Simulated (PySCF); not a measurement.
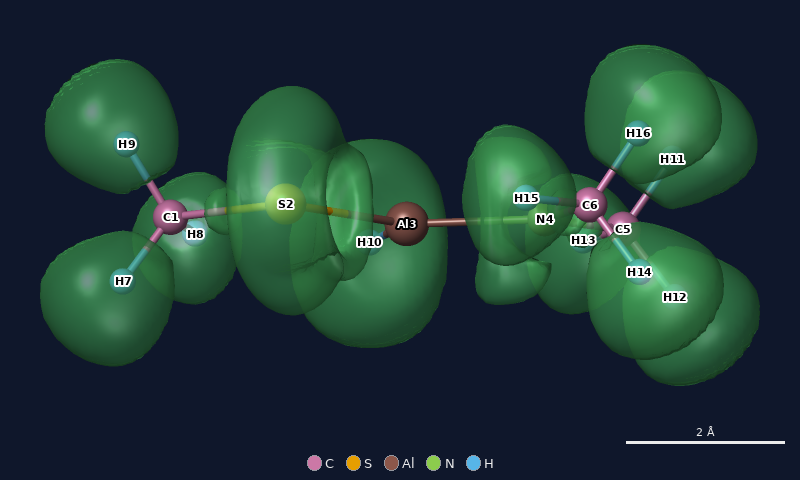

Figure 1: C₃H₁₀AlNS. Isosurface of the ELF at 0.85 (green), seen from one side. Core shells and regions of very low density are left out.

Geometry: GFN2-xTB.

The calculation used PySCF, PBE0/pcSseg-1, SCF density, gas phase, non-relativistic.

```yaml
atoms:
  - { symbol: C, position_ang: [3.5136, 0.0196, 0.5850] }
  - { symbol: S, position_ang: [2.1156, 1.0643, 0.0190] }
  - { symbol: Al, position_ang: [0.5006, -0.3592, 0.4693] }
  - { symbol: N, position_ang: [-1.2213, 0.0154, 0.1663] }
  - { symbol: C, position_ang: [-2.2744, -0.9215, 0.5069] }
  - { symbol: C, position_ang: [-1.7229, 1.2454, -0.4247] }
  - { symbol: H, position_ang: [4.2010, -0.0999, -0.2462] }
  - { symbol: H, position_ang: [3.1515, -0.9566, 0.9168] }
  - { symbol: H, position_ang: [4.0095, 0.5311, 1.4039] }
  - { symbol: H, position_ang: [0.8977, -1.7167, 1.0675] }
  - { symbol: H, position_ang: [-2.9658, -0.4943, 1.2422] }
  - { symbol: H, position_ang: [-2.8529, -1.2119, -0.3777] }
  - { symbol: H, position_ang: [-1.8172, -1.8155, 0.9349] }
  - { symbol: H, position_ang: [-2.2731, 1.0427, -1.3508] }
  - { symbol: H, position_ang: [-0.8752, 1.8953, -0.6531] }
  - { symbol: H, position_ang: [-2.3941, 1.7706, 0.2642] }
```

Question: What do the ELF domains correspond to?

Answer: The surface consists of two regions between bonded C–N atoms (shared pairs), one region between bonded C–S atoms (shared pairs), ten regions around hydrogen nuclei, one lobe of the valence shell of N pointing towards Al and one region on S in which the atom's valence shell and bonds are merged. Profiles from the grid: C–N (1.45 Å): the ELF peaks at about 0.90 between the atoms: localised, covalent bonding. Al–N (1.79 Å): the ELF peaks at about 0.90 in the valence shell of N, 0.6 Å from its nucleus, and is about 0.65 at the midpoint.
